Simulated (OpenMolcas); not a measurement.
# Run report: SiCl3F, single-point calculation

SiCl3F, computed with HF/ANO-R0, RHF, sfX2C (OpenMolcas 26.06).

The geometry comes from this level: GFN2-xTB.

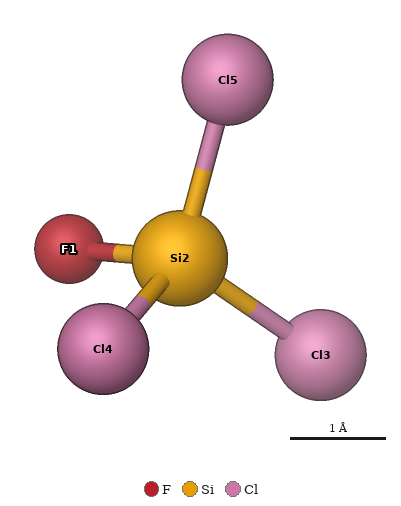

Fig. 1: The structure as given in the input (ball-and-stick view, seen at a tilt; atoms are numbered from 1 in the order of the input). Bond lengths as drawn: Cl–Si 1.99 Å and F–Si 1.61 Å.

**Input**
```
&GATEWAY
  COORD
  5
  bohr
  F      1.60813803    -1.70443848     1.95242724
  Si     0.00071810    -0.00636838     0.00413850
  Cl    -3.01171322     1.18648344     1.92529077
  Cl    -0.87927067    -2.28656861    -2.86280280
  Cl     2.28210886     2.81087312    -1.01905371
  BASIS = ANO-R0
  GROUP = NoSym

&SEWARD

&SCF
  PRORBITALS = 1 1
```

Run as:
```bash
export MOLCAS_MEM=1860
pymolcas step1.input > step1.log
```

**What the program printed**
```
--- Start Module: gateway ---

                                              &GATEWAY

                       available to each process: 1.9 GB of memory, 1 thread

++    Symmetry information:
      ---------------------

                    Character Table for C1

                             E
                    a        1  x, y, xy, Rz, z, xz, Ry, yz, Rx, I
--

++    Basis set information:
      ----------------------

      Basis set label: F.ANO-R...2S1P.

      Electronic valence basis set:
      ------------------
      Associated Effective Charge   9.000000 au
      Associated Actual Charge      9.000000 au
      Nuclear Model: Finite nucleus - Gaussian distribution
        Gaussian exponent, Xi/bohr**(-2):  5.35469E+08

      Shell  nPrim  nBasis  Cartesian Spherical Contaminant
         s      13       2        X
         p       8       1        X

      Basis set label: SI.ANO-R...3S2P.

      Electronic valence basis set:
      ------------------
      Associated Effective Charge  14.000000 au
      Associated Actual Charge     14.000000 au
      Nuclear Model: Finite nucleus - Gaussian distribution
        Gaussian exponent, Xi/bohr**(-2):  4.34677E+08

      Shell  nPrim  nBasis  Cartesian Spherical Contaminant
         s      16       3        X
         p      11       2        X

      Basis set label: CL.ANO-R...3S2P.

      Electronic valence basis set:
      ------------------
      Associated Effective Charge  17.000000 au
      Associated Actual Charge     17.000000 au
      Nuclear Model: Finite nucleus - Gaussian distribution
        Gaussian exponent, Xi/bohr**(-2):  3.84638E+08

      Shell  nPrim  nBasis  Cartesian Spherical Contaminant
         s      17       3        X
         p      11       2        X
--

++    Molecular structure info:
      -------------------------

                    ************************************************
                    **** Cartesian Coordinates / bohr, angstrom ****
                    ************************************************

     Center  Label                x              y              z                     x              y              z
        1      F1               1.608138      -1.704438       1.952427              0.850990      -0.901950       1.033180
        2      SI2              0.000718      -0.006368       0.004138              0.000380      -0.003370       0.002190
        3      CL3             -3.011713       1.186483       1.925291             -1.593730       0.627860       1.018820
        4      CL4             -0.879271      -2.286569      -2.862803             -0.465290      -1.210000      -1.514930
        5      CL5              2.282109       2.810873      -1.019054              1.207640       1.487450      -0.539260

                    ***************************************
                    *    InterNuclear Distances / bohr    *
                    ***************************************

               1 F1            2 SI2           3 CL3           4 CL4           5 CL5
    1 F1       0.000000
    2 SI2      3.043529        0.000000
    3 CL3      5.449880        3.766758        0.000000
    4 CL4      5.450919        3.767366        6.287706        0.000000
    5 CL5      5.447199        3.766765        6.271552        6.275161        0.000000

                    *******************************************
                    *    InterNuclear Distances / angstrom    *
                    *******************************************

               1 F1            2 SI2           3 CL3           4 CL4           5 CL5
    1 F1       0.000000
    2 SI2      1.610566        0.000000
    3 CL3      2.883952        1.993282        0.000000
    4 CL4      2.884502        1.993604        3.327311        0.000000
    5 CL5      2.882533        1.993286        3.318762        3.320672        0.000000
--

            Nuclear Potential Energy            453.27084586 au

--- Stop Module: gateway /rc=_RC_ALL_IS_WELL_ ---

--- Start Module: seward ---

                                              &SEWARD

                       available to each process: 1.9 GB of memory, 1 thread

               SEWARD will generate:
                  Multipole Moment integrals up to order  2
                  Kinetic Energy integrals
                  Nuclear Attraction integrals (finite nuclei - Gaussian type)
                  One-Electron Hamiltonian integrals
                  Velocity integrals
                  Relativistic X2C integrals
                  Orbital angular momentum around ( -0.1691   0.1795  -0.2055 )
                  Velocity quadrupole around ( -0.1691   0.1795  -0.2055 )
                  Atomic mean-field integrals
                  Two-Electron Repulsion integrals

                   Integrals are discarded if absolute value <: 1.00E-14
                   Integral cutoff threshold is set to       <: 1.00E-16

            Nuclear Potential Energy            453.27084586 au

      Basis set specifications :
      Symmetry species         a
      Basis functions           41

--- Stop Module: seward /rc=_RC_ALL_IS_WELL_ ---
--- Module seward spent 2 seconds ---

--- Start Module: scf ---

                                                &SCF

                       available to each process: 1.9 GB of memory, 1 thread

++    Input section:
      --------------

      Header of the integral files:

      Cartesian coordinates in angstrom:
      -----------------------------------------------------
      No.  Label        X            Y            Z
      -----------------------------------------------------
       1   F1         0.85099000  -0.90195000   1.03318000
       2   SI2        0.00038000  -0.00337000   0.00219000
       3   CL3       -1.59373000   0.62786000   1.01882000
       4   CL4       -0.46529000  -1.21000000  -1.51493000
       5   CL5        1.20764000   1.48745000  -0.53926000
      -----------------------------------------------------
      Nuclear repulsion energy =  453.27084586
--

++    Orbital specifications:
      -----------------------

      Symmetry species               1
                                     a
      Frozen orbitals                0
      Occupied orbitals             37
      Secondary orbitals             4
      Deleted orbitals               0
      Total number of orbitals      41
      Number of basis functions     41
--

      Molecular charge                           0.000

++    Optimization specifications:
      ----------------------------

      SCF Algorithm: Conventional
      Minimized density differences are used
      Number of density matrices in core                 5
      Maximum number of NDDO SCF iterations            400
      Maximum number of HF SCF iterations              400
      Threshold for SCF energy change             1.00E-09
      Threshold for density matrix                1.00E-04
      Threshold for Fock matrix                   1.50E-04
      Threshold for linear dependence             1.00E-09
      Threshold at which DIIS is turned on        1.50E-01
      Maximum depth in the DIIS procedure                5
      Maximum depth in the BFGS Hessian update          30
      Threshold at which QNR/C2DIIS is turned on  7.50E-02
      Threshold for Norm(delta) (QNR/C2DIIS)      1.00E-03
      All orbitals punched on: SCFORB
--

      Input vectors read from INPORB
      Orbital file label: *Guess orbitals

++ Convergence information
                                   SCF        iterations: Energy and convergence statistics

Iter     Tot. SCF        One-elec.       Two-elec.     Energy      Max Dij or  Max Fij      DNorm      TNorm      AccCon     Time
         Energy          Energy          Energy        Change      Delta Norm                                                in Sec.

 The total and one-electron energies are shifted by a value of      1000. a.u.

   1  -771.385682020 -2358.561629147  1133.905101269   0.00E+00    3.86E-01*   1.54E-01*    1.21E+01   2.02E+02   None         0.
   2  -771.587062341 -2359.343800344  1134.485892145  -2.01E-01*   8.82E-02*   4.77E-02*    2.30E+00   2.02E+02   EDIIS        0.
   3  -771.599383379 -2359.642151265  1134.771922028  -1.23E-02*   3.97E-02*   1.39E-02*    4.85E-01   2.02E+02   c2DIIS       0.
   4  -771.601117468 -2359.659352083  1134.787388757  -1.73E-03*   1.01E-02*   3.72E-03*    1.19E-01   2.02E+02   QNRc2DIIS    0.
   5  -771.601344272 -2359.691166987  1134.818976857  -2.27E-04*   8.18E-03*   2.31E-03*    1.31E-02   2.02E+02   QNRc2DIIS    0.
   6  -771.601399599 -2359.707821382  1134.835575925  -5.53E-05*   6.52E-04    3.85E-04*    2.83E-03   2.02E+02   QNRc2DIIS    0.
   7  -771.601400473 -2359.706126555  1134.833880224  -8.73E-07*   2.67E-04    6.75E-05     6.05E-04   2.02E+02   QNRc2DIIS    0.
   8  -771.601400545 -2359.705083891  1134.832837488  -7.18E-08*   1.76E-05    4.71E-06     2.31E-04   2.02E+02   QNRc2DIIS    0.
   9  -771.601400545 -2359.705124110  1134.832877707  -4.34E-10    2.40E-06    7.19E-07     2.68E-05   2.02E+02   QNRc2DIIS    0.

       Convergence after   9 Iterations
--

 *****************************************************************************************************************************
 *                                             SCF/KS-DFT Program, Final results                                             *
 *                                                       Final Results                                                       *
 *****************************************************************************************************************************

::    Total SCF energy                              -1771.6014005449
      One-electron energy                           -3359.7051241104
      Two-electron energy                            1134.8328777073
      Nuclear repulsion energy                        453.2708458581
      Kinetic energy (interpolated)                  1808.7942990692
      Virial theorem                                    0.9794377401
      Total spin, S(S+1)                                0.0000000000
      Total spin, S                                     0.0000000000
      Max non-diagonal density matrix element           0.0000027868
      Max non-diagonal Fock matrix element              0.0000002435

      All orbitals with orbital energies smaller than  E(LUMO)+0.5 are printed

++    Molecular orbitals:
      -------------------

      Title: SCF orbitals

      Molecular orbitals for symmetry species 1: a

          Orbital            1         2         3         4         5         6         7         8         9        10
          Energy         -105.0849 -105.0848 -105.0842  -69.2635  -25.9602  -10.5457  -10.5456  -10.5451   -7.9449   -7.9448
          Occ. No.          2.0000    2.0000    2.0000    2.0000    2.0000    2.0000    2.0000    2.0000    2.0000    2.0000

          Orbital           11        12        13        14        15        16        17        18        19        20
          Energy           -7.9442   -7.9393   -7.9393   -7.9392   -7.9392   -7.9387   -7.9387   -6.4587   -4.5380   -4.5380
          Occ. No.          2.0000    2.0000    2.0000    2.0000    2.0000    2.0000    2.0000    2.0000    2.0000    2.0000

          Orbital           21        22        23        24        25        26        27        28        29        30
          Energy           -4.5361   -1.5310   -1.1756   -1.1171   -1.1166   -0.7304   -0.6270   -0.6269   -0.6009   -0.5235
          Occ. No.          2.0000    2.0000    2.0000    2.0000    2.0000    2.0000    2.0000    2.0000    2.0000    2.0000

          Orbital           31        32        33        34        35        36        37        38        39        40
          Energy           -0.5234   -0.4772   -0.4741   -0.4738   -0.4578   -0.4575   -0.4536    0.1426    0.2573    0.2589
          Occ. No.          2.0000    2.0000    2.0000    2.0000    2.0000    2.0000    2.0000    0.0000    0.0000    0.0000

          Orbital           41
          Energy            0.2995
          Occ. No.          0.0000

--

++    Molecular charges:
      ------------------

      Mulliken charges per centre and basis function type
      ---------------------------------------------------

                F1      SI2     CL3     CL4     CL5
      1s       2.0001  2.0000  2.0000  2.0000  2.0000
      2s       1.9252  1.9998  2.0002  2.0002  2.0002
      2px      1.8202  1.9998  2.0001  2.0000  2.0001
      2pz      1.7759  1.9998  2.0000  2.0001  2.0000
      2py      1.8099  1.9998  2.0000  2.0001  2.0001
      3s       0.0000  1.0404  1.9376  1.9377  1.9376
      3px      0.0000  0.6584  1.6201  1.9118  1.7185
      3pz      0.0000  0.6460  1.7746  1.6553  1.9051
      3py      0.0000  0.6553  1.8903  1.7177  1.6619
      Total    9.3313 12.9995 17.2229 17.2228 17.2235

      N-E     -0.3313  1.0005 -0.2229 -0.2228 -0.2235

      Total electronic charge=   74.000000

      Total            charge=   -0.000000
--

++    Static properties:
      ------------------

      LoProp Charges per center

                   F1       SI2      CL3      CL4      CL5
      Nuclear      9.0000  14.0000  17.0000  17.0000  17.0000
      Electronic  -9.2741 -13.2537 -17.1572 -17.1571 -17.1579

      Total       -0.2741   0.7463  -0.1572  -0.1571  -0.1579
--

++    Natural Bond Order analysis
      ---------------------------
      Based on LoProp computed density
      -------------------------------------------------------------------------------------
      Atom A       Atom B       Bond Order
      -------------------------------------------------------------------------------------
      NBO located      0.999 non-bonded electrons on atom F1
      NBO located      1.000 non-bonded electrons on atom SI2
      NBO located      0.997 non-bonded electrons on atom SI2
      NBO located      0.999 non-bonded electrons on atom SI2
      NBO located      0.999 non-bonded electrons on atom SI2
      NBO located      0.999 non-bonded electrons on atom SI2
      NBO located      1.006 non-bonded electrons on atom CL3
      NBO located      0.998 non-bonded electrons on atom CL3
      NBO located      1.000 non-bonded electrons on atom CL3
      NBO located      1.000 non-bonded electrons on atom CL3
      NBO located      1.000 non-bonded electrons on atom CL3
      NBO located      1.000 non-bonded electrons on atom CL3
      NBO located      0.994 non-bonded electrons on atom CL4
      NBO located      0.998 non-bonded electrons on atom CL4
      NBO located      1.000 non-bonded electrons on atom CL4
      NBO located      1.000 non-bonded electrons on atom CL4
      NBO located      1.000 non-bonded electrons on atom CL4
      NBO located      1.000 non-bonded electrons on atom CL4
      NBO located      0.998 non-bonded electrons on atom CL5
      NBO located      1.000 non-bonded electrons on atom CL5
      NBO located      1.000 non-bonded electrons on atom CL5
      NBO located      1.000 non-bonded electrons on atom CL5
      NBO located      1.000 non-bonded electrons on atom CL5
      NBO located      1.000 non-bonded electrons on atom CL5
      The remaining   13.806 electrons are to be considered as diffuse
--

++    Molecular properties:
      ---------------------

      Charge (e):
                      =   -0.0000
      Dipole Moment (debye):
      Origin of the operator (angstrom)=   -0.0895    0.0950   -0.1087
                   X= -2.1135E-02               Y= -5.2364E-03               Z= -9.4551E-03           Total=  2.3738E-02
      Quadrupole Moment (debye*angstrom):
      Origin of the operator (angstrom)=   -0.0895    0.0950   -0.1087
                  XX= -5.7535E+01              XY= -4.8095E-01              XZ=  5.5718E-01              YY= -5.7488E+01
                  YZ= -5.9162E-01              ZZ= -5.7328E+01
      In traceless form (debye*angstrom)
                  XX= -1.2717E-01              XY= -7.2142E-01              XZ=  8.3578E-01              YY= -5.6339E-02
                  YZ= -8.8743E-01              ZZ=  1.8351E-01
--

--- Stop Module: scf /rc=_RC_ALL_IS_WELL_ ---

.##################.
.# Happy landing! #.
.##################.

    Timing: Wall=3.06 User=2.32 System=0.42
```

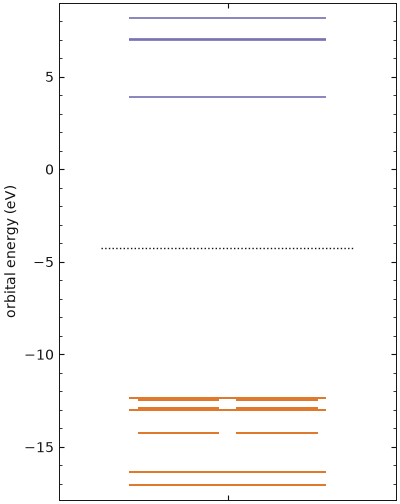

Fig. 2: Orbital energies near the frontier; the dotted line parts filled from empty levels, and levels within 0.02 eV of each other stand side by side. Highest filled −12.34 eV, lowest empty 3.88 eV, 16.22 eV apart.

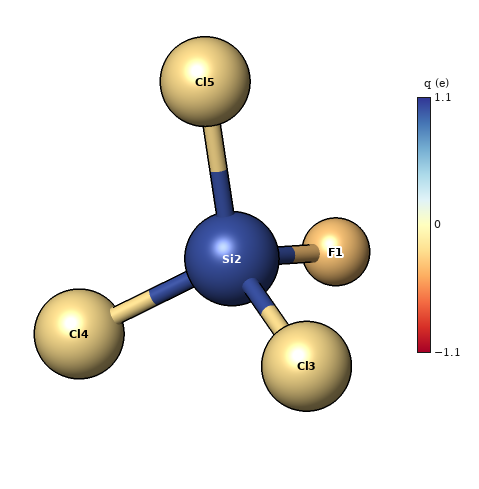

Fig. 3: Mulliken charges, as the colour of each atom (ball-and-stick view, seen at a tilt; atoms are numbered from 1 in the order of the input). By element: F −0.33, Si +1.00 and Cl −0.22 e.

**Summary**

```json
{"quantity": "outcome", "value": "converged"}
{"quantity": "total energy", "value": "−1771.601401 hartree"}
{"quantity": "basis functions", "value": "41"}
{"quantity": "HOMO", "value": "−12.34 eV"}
{"quantity": "LUMO", "value": "3.88 eV"}
{"quantity": "dipole moment", "value": "0.02 debye"}
{"quantity": "hardware", "value": "1 thread of Arm Neoverse V2, 24 GiB of memory available, shared host"}
{"quantity": "wall time", "value": "3.3 s"}
{"quantity": "peak memory", "value": "0.38 GiB"}
```
